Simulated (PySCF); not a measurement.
C11H8OS, SMILES O=Cc1cccc(-c2cccs2)c1 at its GFN2-xTB optimised geometry (Å):

```
21

O      0.8716    -4.6077     0.0001
C      0.1933    -3.6128    -0.0002
C      0.7025    -2.2357     0.0000
C      2.0793    -2.0049     0.0001
C      2.5541    -0.7076     0.0001
C      1.6706     0.3560     0.0001
C      0.2868     0.1496     0.0000
C     -0.6269     1.2747     0.0000
C     -1.9971     1.2747     0.0000
C     -2.5587     2.5658     0.0000
C     -1.6179     3.5452     0.0000
S     -0.0256     2.9105     0.0000
C     -0.1832    -1.1634     0.0000
H     -0.9141    -3.6781     0.0001
H      2.7473    -2.8525     0.0000
H      3.6171    -0.5191     0.0001
H      2.0496     1.3678     0.0001
H     -2.5962     0.3825     0.0000
H     -3.6171     2.7557     0.0000
H     -1.7593     4.6077     0.0000
H     -1.2442    -1.3616    -0.0001
```

Computed with CAM-B3LYP/def2-SVP in PySCF.

Map of the Laplacian of the electron density (e/bohr⁵) on the plane z = 0.6 Å:

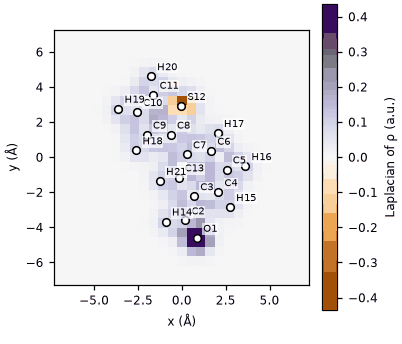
Laplacian of the electron density (e/bohr⁵) on the plane z = 0.6 Å.
